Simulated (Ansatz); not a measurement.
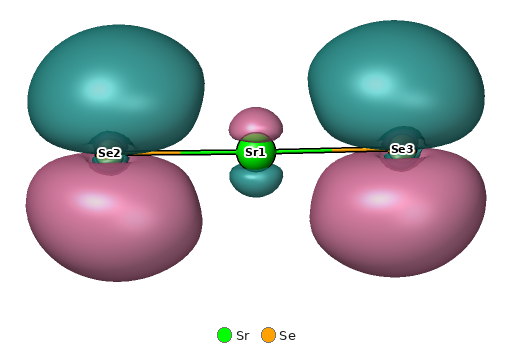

*Se2Sr (charge −1, doublet). The HOMO (α) at ±0.05 Å⁻³ᐟ² (teal and pink are the two phases), seen from one side.*

Geometry: PBE-D4/def2-TZVPD; core potentials replace the inner electrons of Sr.

Computed with Ansatz, UKS PBE0-D4/def2-TZVPD.

### Describe this orbital and give its energy.

It lies mainly on Se2 (about 45 %), Se3 (about 45 %) and Sr1 (about 10 %); it is ungerade (odd under inversion). It is one of a degenerate set, so its orientation is arbitrary. Its energy is −1.89 eV.
